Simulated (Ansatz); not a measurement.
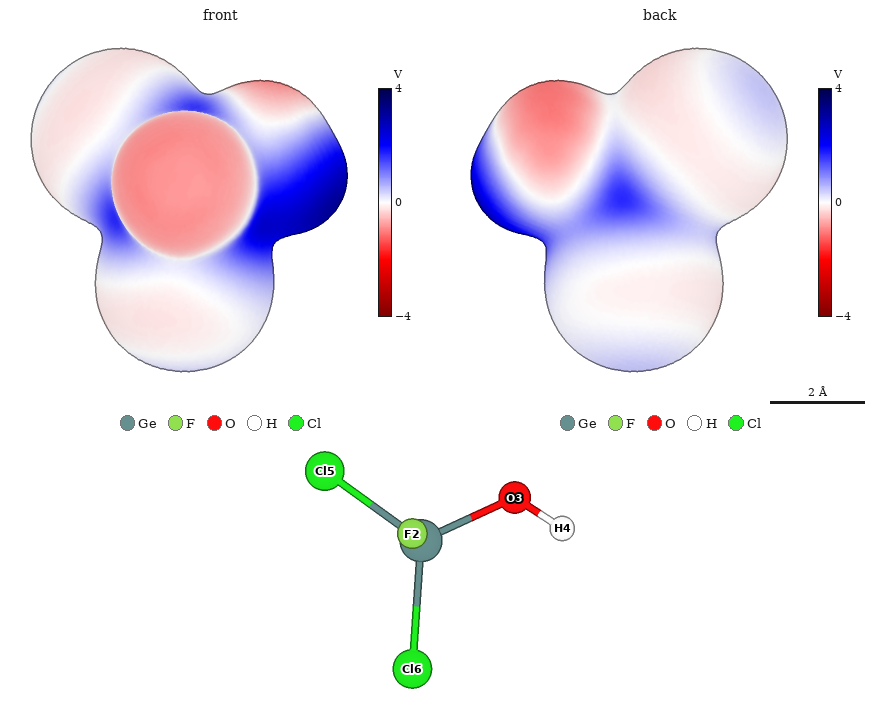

*Cl2FGeHO. The molecular electrostatic potential painted on the density surface at 0.002 e/bohr³, seen from the front and from behind; red is negative and blue positive. The bare structure is drawn below in the same view.*

These are results of RKS B3LYP-D4/def2-SVP in Ansatz, not measurements.

Input file:

```
crystal:
  periodic: [false, false, false]
  atoms:
    - { symbol: Ge, position_ang: [0.0, 0.0, 0.0] }
    - { symbol: F, position_ang: [0.0, 0.0, 1.68] }
    - { symbol: O, position_ang: [1.6691, 0.0, -0.5894] }
    - { symbol: H, position_ang: [1.9855, -0.9521, -0.7061] }
    - { symbol: Cl, position_ang: [-1.0456, 1.8115, -0.7393] }
    - { symbol: Cl, position_ang: [-1.0456, -1.8115, -0.7393] }
basis:
  gaussian: { orbitals: def2-SVP }
hamiltonian:
  xc: b3lyp
  dispersion: d4
relax:
  f_tol: 0.02
  max_steps: 40
output:
  orbitals: {}
```

Run with:

```sh
ansatz run input.yaml --threads 2 --pin off --max-ram 3072MiB --backend cpu --events-out ev --progress --plain --runs-dir out
```

The fields are those of the run's last geometry, not of the input's.

Where is the surface potential most negative and most positive?

Answer. The most negative region (about −1.0 V) lies over O3, the most positive (about +3.0 V) over H4. Cl5 shows a σ-hole: about +0.4 V at the tip opposite its bond, against about −0.2 V on its flanks. Cl6 shows a σ-hole: about +0.4 V at the tip opposite its bond, against about 0.0 V on its flanks. O3 is the likeliest acceptor of a hydrogen bond.
